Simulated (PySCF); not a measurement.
C$_{2}$H$_{8}$NSi$_{2}$ (doublet)

Input

```
{"job": {"kind": "epr", "basis": "pcH-1"}, "charge": 0, "multiplicity": 2}
N      2.617477     0.397747     1.333679
C      1.783684     0.269341     0.448688
Si     0.852571    -1.089688    -0.396980
C     -0.964049    -0.710665     0.032572
Si    -1.576788     1.040134    -0.363694
H      2.980597     1.293744     1.643231
H      1.116266    -2.506726    -0.088992
H      1.141898    -0.853011    -1.816619
H     -1.128814    -0.909555     1.092279
H     -1.584823    -1.427972    -0.504986
H     -3.005136     1.143757    -0.042063
H     -1.389522     1.323232    -1.787940
H     -0.847749     2.030147     0.433098
```

Command:

```sh
OMP_NUM_THREADS=1 python probes_run.py task.json out
```

Geometry: GFN2-xTB.

Computed with UKS B3LYP, pcH-1 on C H N Si, non-relativistic, mean-field spin-orbit, GIAO in PySCF.

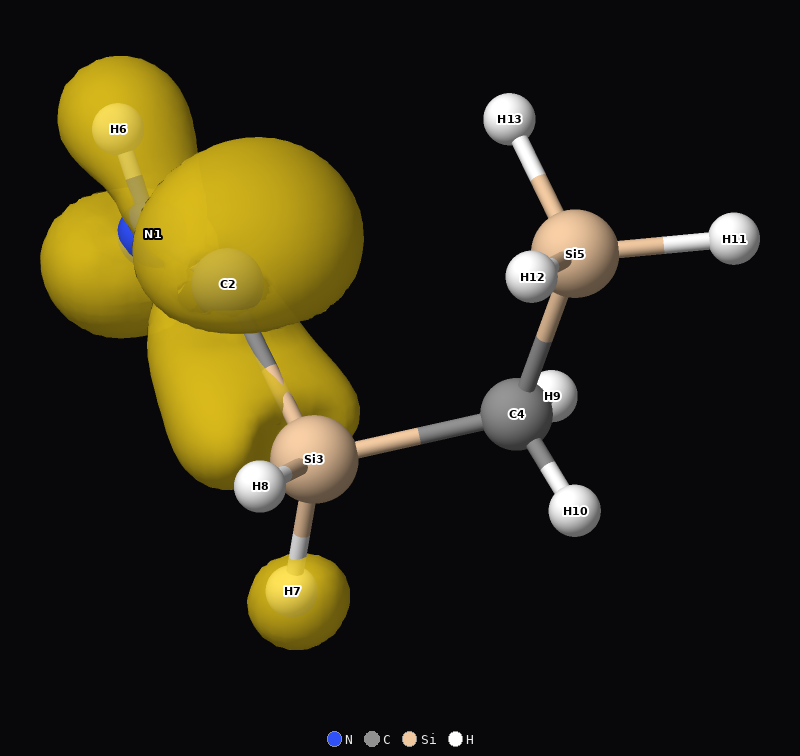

Figure 1. Isosurfaces of the spin density (α minus β) at +0.02 (yellow) and −0.02 e/Å³ (cyan), seen at a tilt.

Describe the spin distribution.

The unpaired spin (1 electron) lies mostly on C2 (about 0.5), N1 (about 0.3) and Si3 (about 0.1), in electrons by Hirshfeld's partition.

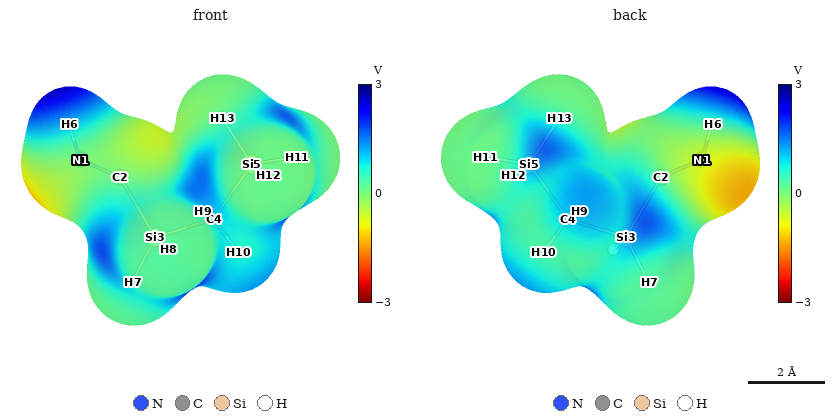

Figure 2. The electrostatic potential painted on the density surface at 0.004 e/bohr³, seen from the front and from behind; the colour scale runs from red (negative) to blue (positive).

Which sites attract a positive test charge, and which a negative one?

A positive charge is drawn to the negative regions and a negative charge to the positive ones. The most negative region (about −1.3 V) lies over N1, the most positive (about +2.5 V) over H6. N1 is the likeliest acceptor of a hydrogen bond.

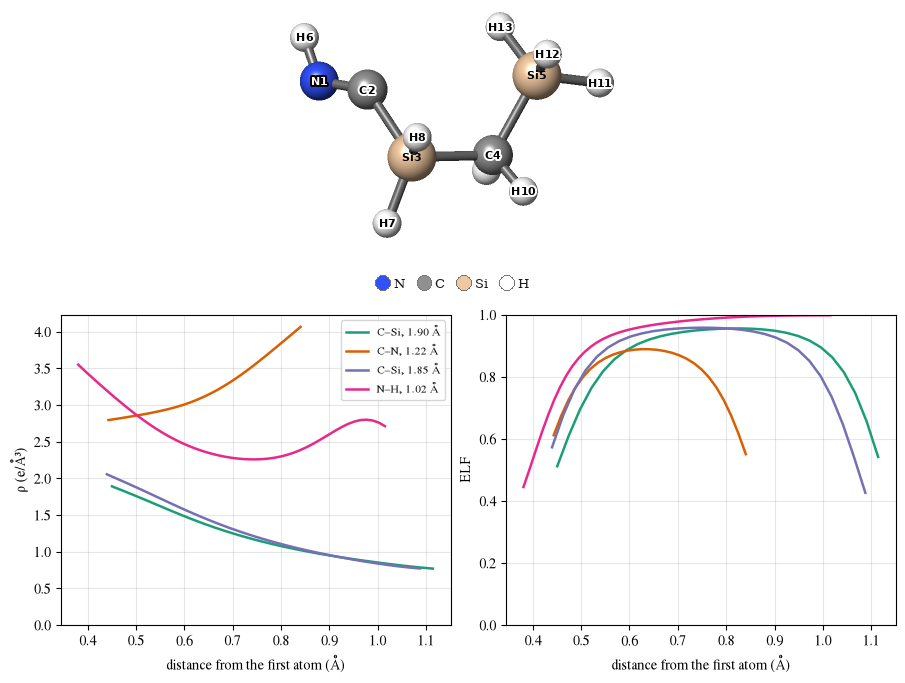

Figure 3. Total electron density and ELF along straight lines between neighbouring atoms. The curves leave out the atomic cores. The structure is drawn too.

What kind of bonding do the profiles show?

C–Si (1.90 Å): the density is about 0.9 e/Å³ at the midpoint; the ELF peaks at about 0.95 between the atoms, as expected for localised, covalent bonding.
C–N (1.22 Å): the density is about 3 e/Å³ at the midpoint; the ELF peaks at about 0.90 between the atoms; a short, multiple covalent bond.
C–Si (1.85 Å): ρ at the midpoint is about 0.92 e/Å³; the ELF peaks at about 0.95 between the atoms: a covalent bond.
N–H (1.02 Å): ρ is about 2.8 e/Å³ halfway; the ELF climbs to about 1 towards the hydrogen, as it does in any bond to H: a covalent bond by its length.
